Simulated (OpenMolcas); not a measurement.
# One shape, several levels: InSiNH6 (SMILES N[SiH2][InH2])

We compute a comparison of 6 runs (BLYP/def2-SVP, M06-L/def2-SVP, TPSS/def2-SVP, r2SCAN/def2-SVP, revPBE/def2-SVP, MP2/def2-SVP) of InSiNH6. 

Program for the calculation: OpenMolcas 26.06.

### 1 The system as given

The species is InSiNH6 (9 atoms), meant as a singlet with charge 0. As SMILES, `N[SiH2][InH2]`. One bond was lengthened or shortened from a relaxed shape.

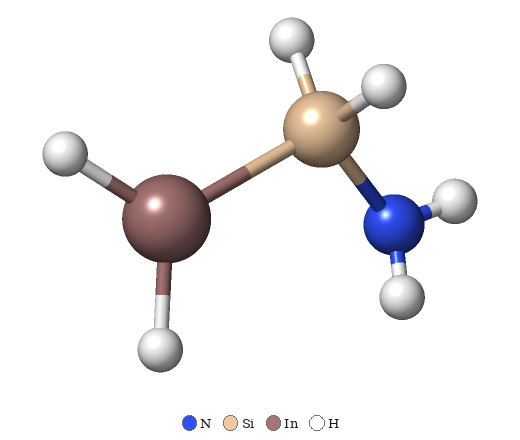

The structure, seen from a chosen angle (nitrogen blue, silicon light orange, indium brown, hydrogen white).

### 2 A single-point energy at BLYP/def2-SVP (core potential) (run 1)

Input file job.inp:

```
&GATEWAY
BasLib=$CurrDir
Coord
9
angstrom
N       -1.081293       0.568510      -1.511553
Si       0.373800       0.744000      -0.168700
In       0.267200      -1.255400       1.446100
H       -1.285393      -0.337090      -1.901753
H       -1.225493       1.293110      -2.197653
H        0.170000       2.036500       0.545200
H        1.758900       0.832100      -0.740700
H       -0.551200      -2.716800       0.991900
H        1.004100      -1.233700       3.011600
Basis=def2-SVP
Group=NoSym
&SEWARD
GridInput
Grid=UltraFine
End of Grid
&SCF
KSDFT=BLYP
Thresholds=1e-10 1e-07 1e-07 1e-05
PrOrbitals=1
```

The basis set def2-SVP is read from a file made from the Basis Set Exchange's data (not shown).

The run is started by

```sh
$ export MOLCAS_MEM=1860
$ pymolcas job.inp > job.log
```

The log of the run:

```text
--- Start Module: gateway ---
[...]
--- Stop Module: gateway /rc=_RC_ALL_IS_WELL_ ---
--- Start Module: seward ---
[...]
      Basis functions           88
--- Stop Module: seward /rc=_RC_ALL_IS_WELL_ ---
[...]
--- Start Module: scf ---
[...]
       Convergence after  18 Iterations
[...]
::    Total KS-DFT energy                            -537.7298685282
[...]
      Total spin, S                                     0.0000000000
[...]
      Total electronic charge=   48.000000
      Total            charge=   -0.000000
[...]
      Dipole Moment (debye):
      Origin of the operator (angstrom)=    0.1589   -0.7095    0.8592
                   X=  2.3909E-01               Y=  9.2179E-03               Z= -7.6137E-01           Total=  7.9808E-01
      Quadrupole Moment (debye*angstrom):
[...]
--- Stop Module: scf /rc=_RC_ALL_IS_WELL_ ---
[...]
```

It took 19 s on 1 thread of Intel Xeon 6975P-C (Granite Rapids), shared host; peak memory 0.48 GiB.

### 3 A single-point energy at M06-L/def2-SVP (core potential) (run 2)

Input file mol.inp:

```
&GATEWAY
BasLib=$CurrDir
Coord
9
angstrom
N       -1.081293       0.568510      -1.511553
Si       0.373800       0.744000      -0.168700
In       0.267200      -1.255400       1.446100
H       -1.285393      -0.337090      -1.901753
H       -1.225493       1.293110      -2.197653
H        0.170000       2.036500       0.545200
H        1.758900       0.832100      -0.740700
H       -0.551200      -2.716800       0.991900
H        1.004100      -1.233700       3.011600
Basis=def2-SVP
Group=NoSym
&SEWARD
GridInput
Grid=UltraFine
End of Grid
&SCF
KSDFT=M06L
Thresholds=1e-10 1e-07 1e-07 1e-05
PrOrbitals=0
```

The basis set def2-SVP is read from a file made from the Basis Set Exchange's data (not shown).

The run is started by

```sh
$ export MOLCAS_MEM=1860
$ pymolcas mol.inp > mol.log
```

The log of the run:

```text
--- Start Module: gateway ---
[...]
--- Stop Module: gateway /rc=_RC_ALL_IS_WELL_ ---
--- Start Module: seward ---
[...]
      Basis functions           88
--- Stop Module: seward /rc=_RC_ALL_IS_WELL_ ---
[...]
--- Start Module: scf ---
[...]
       Convergence after  17 Iterations
[...]
::    Total KS-DFT energy                            -537.9491916681
[...]
      Total spin, S                                     0.0000000000
[...]
      Total electronic charge=   48.000000
      Total            charge=   -0.000000
[...]
      Dipole Moment (debye):
      Origin of the operator (angstrom)=    0.1589   -0.7095    0.8592
                   X=  3.7193E-01               Y= -1.3324E-01               Z= -5.3220E-01           Total=  6.6282E-01
      Quadrupole Moment (debye*angstrom):
[...]
--- Stop Module: scf /rc=_RC_ALL_IS_WELL_ ---
[...]
```

Run time: 26 s. Hardware: 1 thread of Intel Xeon 6975P-C (Granite Rapids), shared host; peak memory 0.48 GiB.

Runs 3 to 5 aren't shown in full; the table further down has their settings and results.

### 4 A single-point energy at MP2/def2-SVP (core potential) (run 6)

Input file job.input:

```
&GATEWAY
 BASLIB = $CurrDir
 COORD
 9
 angstrom
 N       -1.081293       0.568510      -1.511553
 Si       0.373800       0.744000      -0.168700
 In       0.267200      -1.255400       1.446100
 H       -1.285393      -0.337090      -1.901753
 H       -1.225493       1.293110      -2.197653
 H        0.170000       2.036500       0.545200
 H        1.758900       0.832100      -0.740700
 H       -0.551200      -2.716800       0.991900
 H        1.004100      -1.233700       3.011600
 BASIS = def2-SVP
 GROUP = NoSym

&SEWARD

&SCF
 THRESHOLDS = 1e-10 1e-07 1e-07 1e-05
 PRORBITALS = 1 1

&MBPT2
 FROZEN = 10
```

The basis set def2-SVP is read from a file made from the Basis Set Exchange's data (not shown).

The run is started by

```sh
$ export MOLCAS_MEM=1860
$ pymolcas job.input > job.log
```

The log of the run:

```text
--- Start Module: gateway ---
[...]
--- Stop Module: gateway /rc=_RC_ALL_IS_WELL_ ---
[...]
      Basis functions           88
[...]
--- Start Module: scf ---
[...]
       Convergence after  14 Iterations
[...]
::    Total SCF energy                               -535.9157326577
[...]
      Total spin, S                                     0.0000000000
[...]
      Total electronic charge=   48.000000
      Total            charge=   -0.000000
[...]
      Dipole Moment (debye):
      Origin of the operator (angstrom)=    0.1589   -0.7095    0.8592
                   X=  5.6098E-01               Y= -8.3674E-02               Z= -5.0950E-01           Total=  7.6242E-01
      Quadrupole Moment (debye*angstrom):
[...]
--- Stop Module: scf /rc=_RC_ALL_IS_WELL_ ---
[...]
--- Start Module: mbpt2 ---
[...]
WARNING!
Default frozen orbitals as non valence orbitals is overwritten by user input.
Default values:   3
[...]
       Reference weight ( Cref**2 )         =        0.87494
::    Total MBPT2 energy                             -536.2814626265
[...]
      Total MBPT2 calculations                           0.20      0.23
--- Stop Module: mbpt2 /rc=_RC_ALL_IS_WELL_ ---
[...]
```

It took 5.1 s on 1 thread of Intel Xeon 6975P-C (Granite Rapids), shared host; peak memory 0.48 GiB.

### 5 All runs side by side

```
run                             level  integration grid  frozen core orbitals  energy (Eh)  dipole moment (D) of the reference  HOMO energy (eV)  LUMO energy (eV)  wall time
  1    BLYP/def2-SVP (core potential)         UltraFine                     –  -537.729869                                0.80             -4.91             -2.67       19 s
  2   M06-L/def2-SVP (core potential)         UltraFine                     –  -537.949192                                0.66             -5.34             -2.37       26 s
  3    TPSS/def2-SVP (core potential)         UltraFine                     –  -537.776204                                0.75             -5.19             -2.59       28 s
  4  r2SCAN/def2-SVP (core potential)         UltraFine                     –  -537.822781                                0.75             -5.42             -2.51       27 s
  5  revPBE/def2-SVP (core potential)         UltraFine                     –  -537.787101                                0.75             -5.04             -2.63       20 s
  6     MP2/def2-SVP (core potential)                 –                    10  -536.281463                                0.76             -9.69              0.51      5.1 s
```

### 6 Summary of results

| quantity | value |
| --- | --- |
| run 6: total energy | -536.28146 Eh |
| run 6: dipole moment (mean-field density) | 0.76 D |
| run 6: HOMO energy (Hartree–Fock orbitals) | -9.69 eV |
| run 6: LUMO energy (Hartree–Fock orbitals) | 0.51 eV |
| run 6: HOMO–LUMO gap (Hartree–Fock orbitals) | 10.20 eV |
| run 6: correlation energy (10 core orbitals frozen) | -365.7 mEh |

In words: Over runs 1, 2, 3, 4, 5 the dipole moment (its size) runs from 0.66 D (M06-L/def2-SVP) to 0.80 D (BLYP/def2-SVP). Over runs 1, 2, 3, 4, 5 the HOMO–LUMO gap runs from 2.24 eV (BLYP/def2-SVP) to 2.98 eV (M06-L/def2-SVP). Totals of different functionals can't be ranked against each other. All runs together took 2.1 min, the longest 28 s.
